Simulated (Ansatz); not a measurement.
**C$_{3}$H$_{10}$Si (SMILES C[SiH](C)C): density, localisation and related maps**

| atom | x (Å) | y (Å) | z (Å) |
| --- | --- | --- | --- |
| C | -0.9568 | 1.0826 | -1.0384 |
| Si | -0.3388 | -0.0146 | 0.3489 |
| C | 1.2394 | 0.6841 | 1.0778 |
| C | -0.0513 | -1.7567 | -0.2776 |
| H | -1.8881 | 0.6972 | -1.4609 |
| H | -1.1459 | 2.0987 | -0.6831 |
| H | -0.2216 | 1.1413 | -1.8459 |
| H | -1.3795 | -0.0593 | 1.4204 |
| H | 2.0290 | 0.7335 | 0.3228 |
| H | 1.6018 | 0.0635 | 1.9012 |
| H | 1.0818 | 1.6941 | 1.4643 |
| H | -0.9688 | -2.1840 | -0.6898 |
| H | 0.7069 | -1.7673 | -1.0657 |
| H | 0.2919 | -2.4131 | 0.5260 |

Geometry: PBE0-D4/def2-TZVP.

Level of theory: isolated molecule in a Gaussian basis; Hartree-Fock (Ansatz 0.2.0).

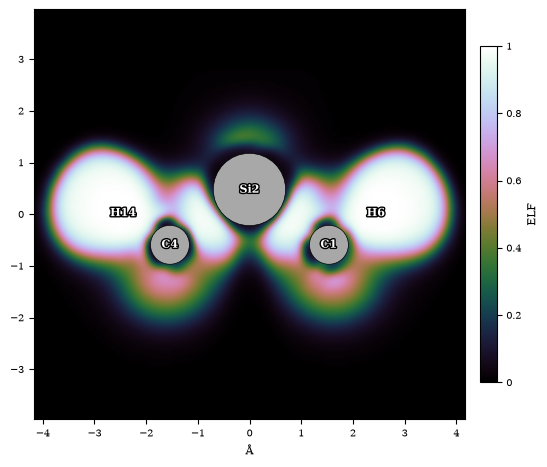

Figure 1. Electron localisation function on the plane of atoms Si2, C4 and H14. Grey discs cover the atomic cores.

Question: Interpret the plot.

Answer: Atoms in the plane: C, Si and H.
C–Si (1.87 Å): the ELF peaks at about 1 between the atoms (localised, covalent bonding).
C–H (1.09 Å): the ELF climbs to about 1 towards the hydrogen, as it does in any bond to H (an ordinary covalent bond to hydrogen).

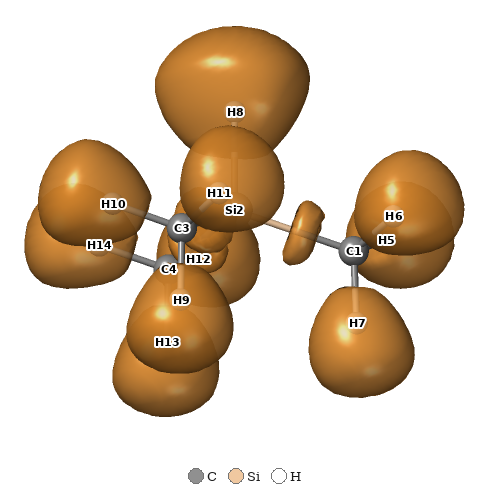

Figure 2. Isosurface of the ELF at 0.9 (orange), seen from one side. Core shells and regions of very low density are left out.

Question: What do the ELF domains correspond to?

Answer: The surface consists of three regions between bonded C–Si atoms (shared pairs) and ten regions around hydrogen nuclei.

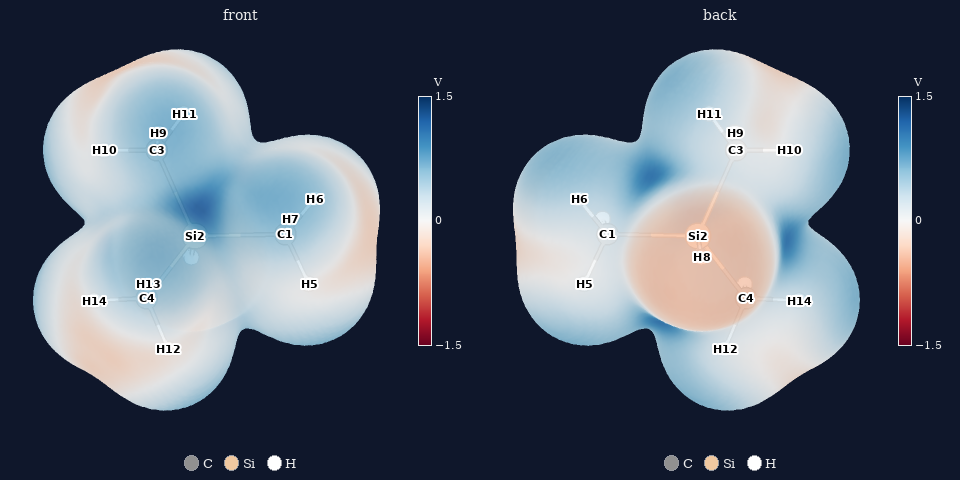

Figure 3. The molecular electrostatic potential painted on the density surface at 0.002 e/bohr³, seen from the front and from behind; red is negative and blue positive.

Question: Describe the electrostatic potential map.

Answer: The most negative region (about −0.4 V) lies over H8, the most positive (about +1.1 V) over Si2.

Question: How polar is the molecule by this calculation?

Answer: Its dipole moment is 0.51 D.
